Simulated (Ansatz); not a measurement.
# Au-Ir stack of (111) layers: lattice stability ahead of a resistivity run, part 3 of 3

Question: is the lattice of Au-Ir stack of (111) layers stable, and if so, what are its coupling constant and resistivity?

Ansatz 0.2.0; DFT PBE, scalar-relativistic, plane waves, PAW; PAW set soft_1.

So far, lowest on path (cm⁻¹): step 5 (phonons by linear response: q 2×2×1, k 8×8×1) -59.1.

## Step 6: Lattice stability: q 3×3×1, k 9×9×1

An imaginary mode on so few k-points may come from the sampling, so the phonons are repeated with another q and k mesh.

input.yaml reads:

```yaml
crystal:
  lattice:
    - [2.6973485435, 2.8677e-06, 0.0]
    - [-1.3486767553, 2.3359709276, 0.0]
    - [0.0, 0.0, 28.2340518678]
  atoms:
    - { symbol: Au, position: [0.0, 0.0, 0.1896571863] }
    - { symbol: Ir, position: [0.3333333333, 0.6666666667, 0.2784665552] }
  periodic: [true, true, false]
kpoints:
  mp_grid: { grid: [9, 9, 1] }
hamiltonian:
  xc: pbe
  pseudopotentials: { kind: paw, azcp: { folder: soft_1 } }
scf:
  occupations: { method: methfessel_paxton, width: 0.2 }
output:
  eigenvalues: true
phonons:
  method: dfpt
  qmesh: [3, 3, 1]
  temperatures: { t_max: 1000, t_step: 50 }
  qpath:
    path:
      - [0.0, 0.0, 0.0]
      - [0.5, 0.0, 0.0]
      - [0.33333333, 0.33333333, 0.0]
      - [0.0, 0.0, 0.0]
    npoints: 10
```

Command:

```sh
$ ansatz run input.yaml --threads 4 --pin off --max-ram 20480MiB --backend cpu --events-out ev --progress --plain --runs-dir out
```

Numbers of over 12 decimals in the logs are rounded to 6 here.

The log of the run:

```text
[...]
Crystal: 2 atoms, lattice volume = 177.901 Å³
Basis set: ecut = 420 eV, 3533 PW (Γ), exchange–correlation on 40×40×384 points (8 copies of the dense FFT grid, shifted against one another)
Bands: 22, of which v1, the nominal top of the filled ones, is band 18 counted from 1 (17 counted from 0)
Symmetry: 6 space group operations
k-points: 12 of 81 (time reversal used)
[...]
SCF iter   1: F=—  HF=-25087.995793 eV  |F-HF|=—  |Δ(HF+E_count)|=         —  Δρ=6.68e-2  dr2=5.11e1  ethr=3.10e-3  ⟨swp⟩=11.8  Hψ=2136  notcnv=0
[...]
SCF iter  15: F=-25086.286625 eV  HF=-25086.286625 eV  |F-HF|=1.71e-10  |Δ(HF+E_count)|=  3.13e-10  S|Δr|=    0.00e0  Δρ=3.37e-8  dr2=1.59e-12  ethr=1.00e-12  ⟨swp⟩=10.2  Hψ=1696  notcnv=0
SCF 1 converged in 15 iterations: F = -25086.286625 eV  dr2 = 1.59e-12
[...]
SCF converged after 15 iterations
[...]
Free energy (F): -25086.286625 eV
[...]
Internal energy: -25086.295800 eV  (E = F + TS)
E sigma→0 (E₀):  -25086.288919 eV
Entropy (-TS):   0.009175 eV (4.587 meV/atom)
Fermi energy:    -5.729221 eV
Step filling:    the computed levels leave a gap of 0.1461 eV = 0.7 smearing widths at the electron count; against every level under it full and every level over it empty, smearing changes F+E_penalty+E_count by +6.132 meV and its σ→0 estimate by +3.839 meV
[...]
--- Band table (eV; the first three rows and the last of 12) ---
  k-point 0: bands = [... 14 lower, -8.3355, -7.5807, -7.5807, -7.4092, -5.2159, -5.1552, -5.1552, -0.5195]
  k-point 1: bands = [... 14 lower, -8.2487, -8.0633, -7.5432, -7.0076, -6.1519, -5.2443, -3.6834, -0.2049]
  k-point 2: bands = [... 14 lower, -8.5439, -8.0472, -7.4825, -6.6600, -5.8502, -5.4632, -1.9288, 0.7135]
  k-point 11: bands = [... 14 lower, -8.3599, -7.6531, -7.1542, -5.8684, -0.4920, 0.3832, 1.5336, 2.4764]
[...]
ASR residual: 6.067e-5 → 0.000e0 eV/Å²; symmetrization residual: 1.037e-4 eV/Å²
  ASR residual per site (eV/Å²): 6.07e-5 2.94e-5
  Γ frequencies (cm⁻¹): 0.00 0.00 0.00 36.86 36.86 96.47
--- Phonons (arbitrary-q DFPT): 3 irreducible q on the 3×3×1 mesh ---
[...]
interpolated dispersion: 31 rows × 6 modes
[...]
```

Elapsed: 1.7 min, on 4 threads of Arm Neoverse V1, shared host; peak memory 1.1 GiB; 6.6 min of CPU time.

Numbers from this step:

```
share of imaginary modes in the plain interpolation between solved wavevectors : 0.1663
highest frequency, solved or plainly interpolated                              : 212 cm⁻¹
```

Solved on the 3×3×1 mesh alone; all other wavevectors are interpolated. Phonon branches along the path, in cm⁻¹:

| point | branch 1 | branch 2 | branch 3 | branch 4 | branch 5 | branch 6 |
| --- | --- | --- | --- | --- | --- | --- |
| Γ | 0 | 0 | 0 | 37 | 37 | 96 |
| M | -25 | 63 | 99 | 108 | 160 | 212 |
| K | -33 | 70 | 145 | 152 | 174 | 180 |
| Γ | 0 | 0 | 0 | 37 | 37 | 96 |

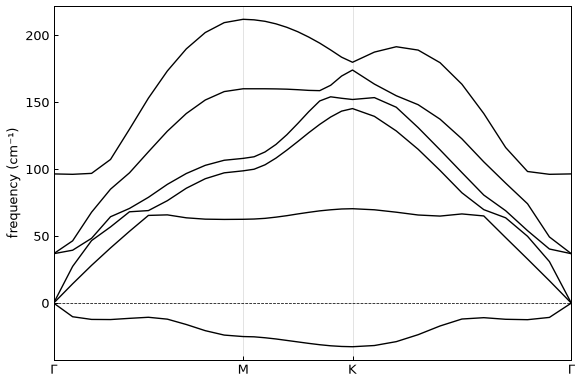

Phonon branches along the path.

Lowest modes at the softest wavevector of the mesh. The modes at q = (0.333, 0.333, 0.000) (shares of kinetic energy by element, %) (negative means imaginary):

| mode | frequency (cm⁻¹) | Au % | Ir % |
| --- | --- | --- | --- |
| 1 | -32.6 | 98 | 2 |
| 2 | 70.5 | 0 | 100 |
| 3 | 145.3 | 2 | 98 |
| 4 | 152.1 | 5 | 95 |
| 5 | 174.1 | 100 | 0 |
| 6 | 179.9 | 95 | 5 |

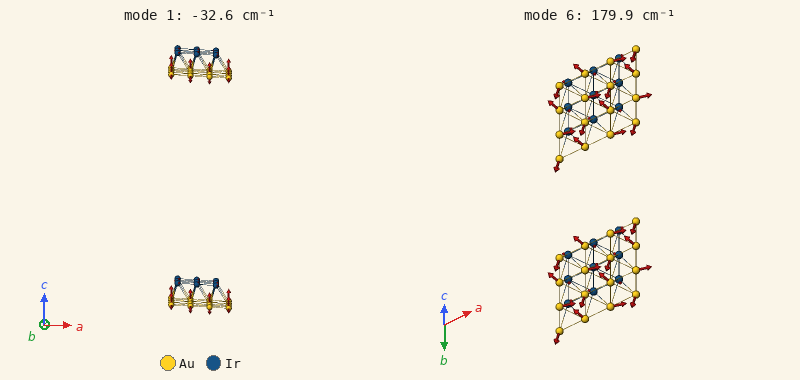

Displacement patterns of modes 1 and 6 at q = (0.333, 0.333, 0.000); arrows are exaggerated. 3×3×2 cells are drawn. Some periodic images of atoms are drawn too.

The modes has structure finer than the step of the table below, so its rows give means over 10 cm⁻¹, whole bins alone (the curve runs from -42.6 to 228 cm⁻¹). Peaks (cm⁻¹: height): Au -25.6: 0.043, -12.0: 0.0480, 66.2: 0.0161, 84.9: 0.0155, 108.7: 0.0217, 149.6: 0.0139, 192.1: 0.0290; Ir -12.0: 0.0234, 64.5: 0.105, 98.5: 0.0250, 158.1: 0.0411.

Phonopy on the run's constants, 21x21x1 mesh, Gaussian sigma 2.0 cm⁻¹. The modes by wavenumber; means over each step; values in 1/cm⁻¹/cell:

| wavenumber (cm⁻¹) | Au | Ir |
| --- | --- | --- |
| -30 | 0.0273 | 7.4e-4 |
| -20 | 0.0302 | 0.00314 |
| -10 | 0.0258 | 0.0120 |
| 0 | 3.8e-4 | 3.5e-4 |
| 10 | 4.6e-4 | 5.3e-4 |
| 20 | 7.9e-4 | 0.00122 |
| 30 | 0.00127 | 0.00244 |
| 40 | 0.00324 | 0.00563 |
| 50 | 0.00462 | 0.00709 |
| 60 | 0.00902 | 0.0426 |
| 70 | 0.0133 | 0.0580 |
| 80 | 0.00971 | 0.0108 |
| 90 | 0.0117 | 0.0153 |
| 100 | 0.0185 | 0.0235 |
| 110 | 0.0183 | 0.0192 |
| 120 | 0.0134 | 0.0163 |
| 130 | 0.0116 | 0.0158 |
| 140 | 0.00996 | 0.0161 |
| 150 | 0.0101 | 0.0237 |
| 160 | 0.00799 | 0.0246 |
| 170 | 0.00775 | 2.9e-4 |
| 180 | 0.0104 | 1.5e-4 |
| 190 | 0.0223 | 2.8e-4 |
| 200 | 0.0196 | 1.8e-4 |
| 210 | 0.0115 | 8.3e-5 |
| 220 | 1.6e-4 | 9.0e-7 |

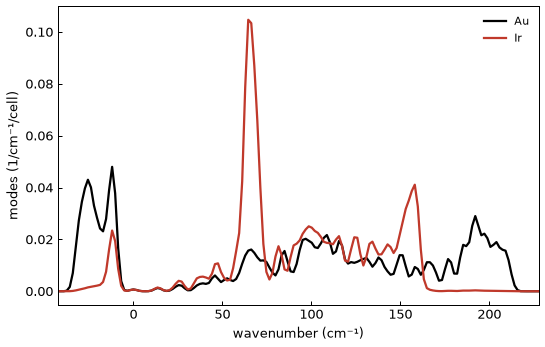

Modes against wavenumber.

No LO-TO term; unit eigenvectors of the mass-weighted matrix. The modes at Γ (shares of kinetic energy by element, %):

| mode | frequency (cm⁻¹) | symmetry | Au % | Ir % |
| --- | --- | --- | --- | --- |
| 1 | 0.0 | unnamed | 51 | 49 |
| 2 | 0.0 | unnamed | 51 | 49 |
| 3 | 0.0 | unnamed | 51 | 49 |
| 4 | 36.9 | E | 49 | 51 |
| 5 | 36.9 | E | 49 | 51 |
| 6 | 96.5 | A1 | 49 | 51 |

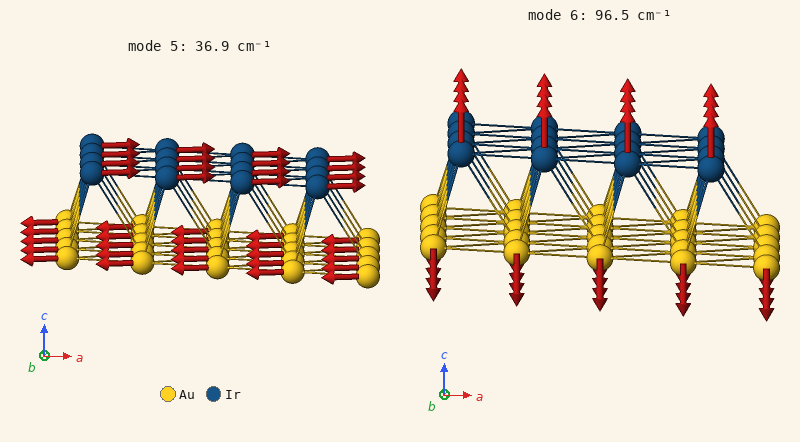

Displacement patterns of modes 5 and 6 at Γ; arrows are exaggerated. 4×4×1 cells are drawn. Some periodic images of atoms are drawn too.

Among the solved wavevectors the lowest mode, translations apart, is -32.6 cm⁻¹, imaginary.

## Step 7: Outcome

```json
{
  "phonon run of the rows without a label of their own": "PBE, q 3×3×1, k 9×9×1",
  "softest mode on the q mesh": "-32.6 cm⁻¹ at q = (0.333, 0.333, 0)",
  "highest frequency, solved or plainly interpolated": "212 cm⁻¹"
}
```

What this shows: The lattice is dynamically unstable at this level: a mode at q = (0.333, 0.333, 0) is imaginary, 32.6i cm⁻¹, so no harmonic coupling constant or resistivity is defined for this structure. These meshes are coarse, and single modes of a metal can move by tens of cm⁻¹ with the k mesh. The coarser mesh found an imaginary mode at another wavevector, which this mesh lacks. Spin–orbit coupling, left out here, matters for Au and Ir. The structure was built by hand as an ordered model, and its stability against other phases was not tested.

[Logs are printed without paths, hosts, clocks, repeated set-up lines and the standing remarks that a program may print on its own settings, such as how far it seeks lower states.]

[Hosts, paths, dates, database ids (printed as entryN), source tags and the programs' standing remarks are cut or masked in the printed files.]
